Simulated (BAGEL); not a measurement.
# C4H3N (SMILES C#CCC#N) at B3LYP/cc-pVDZ (density fitting with qzvpp-jkfit)

What is the energy change on altering one bond length of C4H3N at B3LYP/cc-pVDZ (density fitting with qzvpp-jkfit)? 

The calculation is run with BAGEL 1.2.2.

2 further runs of the same task are left out: 1 that didn't finish, 1 set aside as unsound or not needed.

## 1. Starting point

The species is C4H3N (8 atoms), meant as a singlet with charge 0. SMILES: `C#CCC#N`. Geometry: relaxed at PBE0-D4/def2-TZVP.

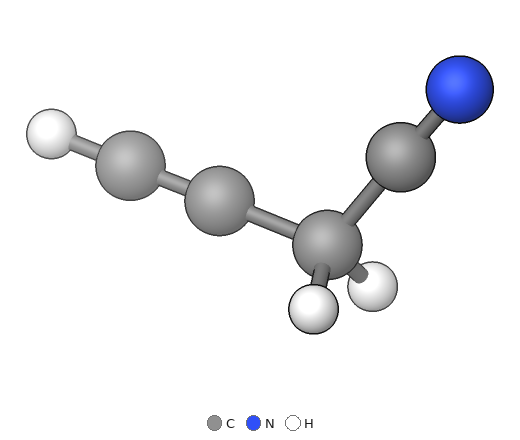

Viewed from a chosen angle; carbon grey, nitrogen blue, hydrogen white.

## 2. A single-point energy at B3LYP/cc-pVDZ (density fitting with qzvpp-jkfit)

dft.json

```json
{ "bagel": [

{
  "title": "molecule",
  "basis": "cc-pvdz.json",
  "df_basis": "qzvpp-jkfit",
  "angstrom": true,
  "geometry": [
    { "atom": "C", "xyz": [      -0.663200,       1.869200,       0.133500 ] },
    { "atom": "C", "xyz": [      -0.230100,       0.758300,       0.240700 ] },
    { "atom": "C", "xyz": [       0.298200,      -0.589900,       0.384900 ] },
    { "atom": "C", "xyz": [       0.347100,      -1.320800,      -0.878200 ] },
    { "atom": "N", "xyz": [       0.393200,      -1.911500,      -1.861500 ] },
    { "atom": "H", "xyz": [      -1.049000,       2.856400,       0.033300 ] },
    { "atom": "H", "xyz": [      -0.314400,      -1.162400,       1.089600 ] },
    { "atom": "H", "xyz": [       1.310400,      -0.556500,       0.801900 ] }
  ]
},

{
  "title": "ks",
  "xc_func": "b3lyp"
},

{
  "title": "print",
  "file": "orbitals.molden",
  "orbitals": true
}

]}
```

The basis set cc-pVDZ is read from a file made from the Basis Set Exchange's data (not shown).

Started as:

```bash
$ BAGEL_NUM_THREADS=1 BAGEL dft.json > dft.out
```

What it wrote:

```text
* using 1 threads per process

  ===============================================================
  ===============================================================

  *** Geometry ***

  { "atom" : "C", "xyz" : [     -1.253266,      3.532276,      0.252278 ] },
  { "atom" : "C", "xyz" : [     -0.434826,      1.432979,      0.454857 ] },
  { "atom" : "C", "xyz" : [      0.563516,     -1.114749,      0.727356 ] },
  { "atom" : "C", "xyz" : [      0.655924,     -2.495950,     -1.659557 ] },
  { "atom" : "N", "xyz" : [      0.743040,     -3.612211,     -3.517725 ] },
  { "atom" : "H", "xyz" : [     -1.982323,      5.397814,      0.062928 ] },
  { "atom" : "H", "xyz" : [     -0.594130,     -2.196618,      2.059046 ] },
  { "atom" : "H", "xyz" : [      2.476297,     -1.051633,      1.515371 ] },

  Number of auxiliary basis functions:      431

  Since a DF basis is specified, we compute 2- and 3-index integrals:
    o Being stored without compression. Storage requirement is 0.025 GB

  Number of basis functions:       85
  Number of electrons      :       34

    * METHOD: MOLECULE                             0.16

  *** Kohn-Sham DFT ***

    * Removing 14171 points whose weight is below 1.00e-10
    * Grid points: 105077

  === Nuclear Repulsion ===
   125.3021049525

       - DIIS with orbital gradients will be used.

  === KS iteration (b3lyp / cc-pvdz.json) ===
      0       -178.68484899          0.11645150           0.28
      1       -156.91468168          0.16037397           0.26
      2       -163.27861564          0.16601768           0.26
      3       -196.48443627          0.11122774           0.26
      4       -198.46225906          0.10645340           0.27
      5       -202.07490355          0.07024238           0.27
      6       -208.13903536          0.03742084           0.27
      7       -208.07713218          0.03754342           0.26
      8       -208.55988129          0.02537243           0.27
      9       -208.77682369          0.01582632           0.27
     10       -208.83443374          0.00984215           0.27
     11       -208.88591854          0.00415309           0.26
     12       -208.89486522          0.00091682           0.26
     13       -208.89529165          0.00021342           0.26
     14       -208.89530853          0.00011311           0.27
     15       -208.89530795          0.00011175           0.27
     16       -208.89531372          0.00000437           0.26
     17       -208.89531373          0.00000121           0.26
     18       -208.89531373          0.00000059           0.27
     19       -208.89531373          0.00000024           0.27
     20       -208.89531373          0.00000006           0.27
     21       -208.89531373          0.00000002           0.27
     22       -208.89531373          0.00000001           0.27
    * SCF iteration converged.

    * Permanent dipole moment:
           (    0.022589,    -0.631062,    -1.201103) a.u.

    * METHOD: KS                                   6.60

    * METHOD: PRINT                                0.01

  ===============================================================
```

It took 7.2 s on 1 thread of Arm Neoverse V2, shared host; peak memory 0.41 GiB.

## 3. The distorted shape, same level

calc.json

```json
{ "bagel" : [

{
  "title" : "molecule",
  "basis" : "cc-pvdz.json",
  "df_basis" : "qzvpp-jkfit",
  "angstrom" : true,
  "geometry" : [
    { "atom" : "C", "xyz" : [       0.071912,       2.556192,      -0.712130 ] },
    { "atom" : "C", "xyz" : [       0.505012,       1.445292,      -0.604930 ] },
    { "atom" : "C", "xyz" : [       1.033312,       0.097092,      -0.460730 ] },
    { "atom" : "C", "xyz" : [       1.082212,      -0.633808,      -1.723830 ] },
    { "atom" : "N", "xyz" : [       1.128312,      -1.224508,      -2.707130 ] },
    { "atom" : "H", "xyz" : [      -0.313888,       3.543392,      -0.812330 ] },
    { "atom" : "H", "xyz" : [      -0.314400,      -1.162400,       1.089600 ] },
    { "atom" : "H", "xyz" : [       2.045512,       0.130492,      -0.043730 ] }
  ]
},

{ "title" : "ks", "xc_func" : "b3lyp", "charge" : 0 },

{ "title" : "print", "file" : "orbitals.molden", "orbitals" : true }

]}
```

The basis set cc-pVDZ is read from a file made from the Basis Set Exchange's data (not shown).

Started as:

```bash
$ BAGEL_NUM_THREADS=1 BAGEL calc.json > calc.out
```

What it wrote:

```text
* using 1 threads per process

  ===============================================================
  ===============================================================

  *** Geometry ***

  { "atom" : "C", "xyz" : [      0.135894,      4.830503,     -1.345731 ] },
  { "atom" : "C", "xyz" : [      0.954334,      2.731206,     -1.143152 ] },
  { "atom" : "C", "xyz" : [      1.952677,      0.183477,     -0.870654 ] },
  { "atom" : "C", "xyz" : [      2.045084,     -1.197724,     -3.257567 ] },
  { "atom" : "N", "xyz" : [      2.132201,     -2.313985,     -5.115734 ] },
  { "atom" : "H", "xyz" : [     -0.593162,      6.696040,     -1.535081 ] },
  { "atom" : "H", "xyz" : [     -0.594130,     -2.196618,      2.059046 ] },
  { "atom" : "H", "xyz" : [      3.865457,      0.246594,     -0.082638 ] },

  Number of auxiliary basis functions:      431

  Since a DF basis is specified, we compute 2- and 3-index integrals:
    o Being stored without compression. Storage requirement is 0.025 GB

  Number of basis functions:       85
  Number of electrons      :       34

    * METHOD: MOLECULE                             0.16

  *** Kohn-Sham DFT ***

    * Removing 13082 points whose weight is below 1.00e-10
    * Grid points: 106166

  === Nuclear Repulsion ===
   122.0273634049

       - DIIS with orbital gradients will be used.

  === KS iteration (b3lyp / cc-pvdz.json) ===
      0       -179.00392627          0.11532880           0.28
      1       -165.84544932          0.15697721           0.27
      2       -165.27393341          0.17225119           0.27
      3       -197.51622757          0.09740356           0.27
      4       -198.00780376          0.10248718           0.27
      5       -204.99727759          0.07393726           0.27
      6       -208.38074855          0.01984004           0.26
      7       -208.31723372          0.02015497           0.27
      8       -208.62775257          0.00973956           0.27
      9       -208.71129725          0.00669966           0.27
     10       -208.73605627          0.00083545           0.27
     11       -208.73659549          0.00035711           0.26
     12       -208.73660739          0.00028674           0.26
     13       -208.73665574          0.00004619           0.27
     14       -208.73665682          0.00002190           0.27
     15       -208.73665667          0.00002780           0.26
     16       -208.73665703          0.00000564           0.27
     17       -208.73665706          0.00000063           0.26
     18       -208.73665706          0.00000042           0.27
     19       -208.73665706          0.00000020           0.27
     20       -208.73665706          0.00000018           0.26
     21       -208.73665706          0.00000003           0.27
     22       -208.73665706          0.00000002           0.27
     23       -208.73665706          0.00000001           0.26
    * SCF iteration converged.

    * Permanent dipole moment:
           (   -0.077025,    -1.084023,    -0.788415) a.u.

    * METHOD: KS                                   6.92

    * METHOD: PRINT                                0.01

  ===============================================================
```

Run time: 7.5 s. Hardware: 1 thread of Arm Neoverse V2, shared host; peak memory 0.41 GiB.

## 4. Results

Level: B3LYP/cc-pVDZ (density fitting with qzvpp-jkfit).

```
                                                         quantity          value
                                        first shape: total energy  -208.89531 Eh
                                       first shape: dipole moment         3.45 D
                                         first shape: HOMO energy       -8.06 eV
                                         first shape: LUMO energy        0.21 eV
                                       first shape: HOMO–LUMO gap        8.26 eV
                                    distorted shape: total energy  -208.73666 Eh
                                   distorted shape: dipole moment         3.41 D
                                     distorted shape: HOMO energy       -7.39 eV
                                     distorted shape: LUMO energy       -4.51 eV
                                   distorted shape: HOMO–LUMO gap        2.88 eV
energy change with the C3–H7 bond stretched from 1.095 to 2.410 Å       4.317 eV
```

One bond (distorted shape) is far stretched, which a spin-restricted single reference describes badly; a broken-symmetry solution may lie lower. With the C3–H7 bond stretched from 1.095 to 2.410 Å the energy rises by 4.32 eV (417 kJ/mol). The first shape isn't relaxed at this level, so the change isn't measured from a minimum. A restricted reference can't describe the breaking bond well at this length.
